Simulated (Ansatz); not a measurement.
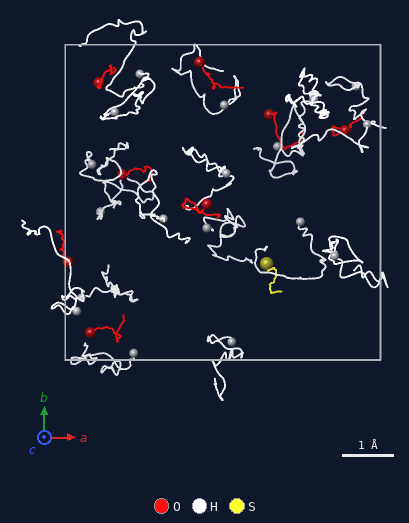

First-principles dynamics of a periodic cell with 8 H2O + 1 SH2 at 1.233 g/cm³, 150 fs long. Lines trace each atom's path, in the colour of its element; spheres stand at the starting positions. Seen along the c axis in the simulation cell.

The calculation used DFT PBE-D3(BJ), scalar-relativistic, plane waves, PAW in Ansatz 0.2.0. Settings: plane-wave cutoff 420 eV; k-point mesh 1 × 1 × 1; Fermi-Dirac smearing 0.05 eV; low-accuracy preset; Langevin thermostat (NVT); set temperature 1000 K; time step 0.5 fs; friction 0.02 per fs.

Input file:
```yaml
accuracy: low
crystal:
  lattice:
    - [6.214465, 0.0, 0.0]
    - [0.0, 6.214465, 0.0]
    - [0.0, 0.0, 6.214465]
  atoms:
    - { symbol: O, position: [0.44993809, 0.49420735, 0.72032] }
    - { symbol: H, position: [0.51087885, 0.59170183, 0.82937658] }
    - { symbol: H, position: [0.31213476, 0.44767912, 0.77800197] }
    - { symbol: O, position: [0.08105894, 0.0866875, 0.34236832] }
    - { symbol: H, position: [0.05228805, 0.19718571, 0.44889442] }
    - { symbol: H, position: [0.21778449, 0.02162791, 0.39547063] }
    - { symbol: O, position: [0.18267249, 0.58775847, 0.18090243] }
    - { symbol: H, position: [0.08524944, 0.61994668, 0.30196505] }
    - { symbol: H, position: [0.11236304, 0.47037986, 0.09857017] }
    - { symbol: O, position: [0.42663378, -0.05578658, 0.55741373] }
    - { symbol: H, position: [0.52848334, 0.05726987, 0.51344066] }
    - { symbol: H, position: [0.504675, -0.19162645, 0.54182922] }
    - { symbol: O, position: [0.64733821, 0.77789786, 1.00360973] }
    - { symbol: H, position: [0.67341274, 0.67674752, 1.12095598] }
    - { symbol: H, position: [0.78918854, 0.82604154, 0.9577046] }
    - { symbol: O, position: [0.10771783, 0.87934316, 0.86358112] }
    - { symbol: H, position: [0.15739501, 0.78578517, 0.98456789] }
    - { symbol: H, position: [0.23751006, 0.90662036, 0.77583757] }
    - { symbol: O, position: [1.0094027, 0.31042461, 0.88376144] }
    - { symbol: H, position: [0.85454193, 0.33022573, 0.90280001] }
    - { symbol: H, position: [1.03683689, 0.15475718, 0.91775853] }
    - { symbol: O, position: [0.88779358, 0.72803907, 0.49978691] }
    - { symbol: H, position: [0.95797409, 0.74703744, 0.64178437] }
    - { symbol: H, position: [0.92241774, 0.86763333, 0.42991452] }
    - { symbol: S, position: [0.63907488, 0.30551803, 0.26498565] }
    - { symbol: H, position: [0.44939856, 0.41829515, 0.29464805] }
    - { symbol: H, position: [0.74615747, 0.43836729, 0.40357007] }
basis:
  ecutwfc: 420.0
kpoints:
  mp_grid: { grid: [1, 1, 1] }
hamiltonian:
  xc: pbe
  dispersion: d3bj
scf:
  occupations: { method: fermi_dirac, width: 0.05 }
  lower_state_search: "off"
md:
  timestep: 0.5
  n_steps: 300
  ensemble: nvt_langevin
  temperature: 1000.0
  initial_velocities: maxwell_boltzmann
  seed: 490646
  friction: 0.02
```

Command:
```bash
ansatz run input.yaml --threads 1 --pin off --max-ram 3072MiB --backend cpu --events-out ev --progress --plain --runs-dir out
```

### Describe the motion.

In the second half of the run the atoms are, in the root-mean-square, this far from where they began (common drift taken out): H 1.12 Å, O 0.56 Å, S 0.52 Å. The heavy atoms stay within a fraction of a molecule's size of their starting places, while the hydrogen atoms travel further, as molecules turn; so short a run doesn't tell a liquid from a solid.

Limits of the set-up: the program's low-accuracy preset was used; the periodic images lie only 6.2 Å apart, so the values are limited by the cell's size.
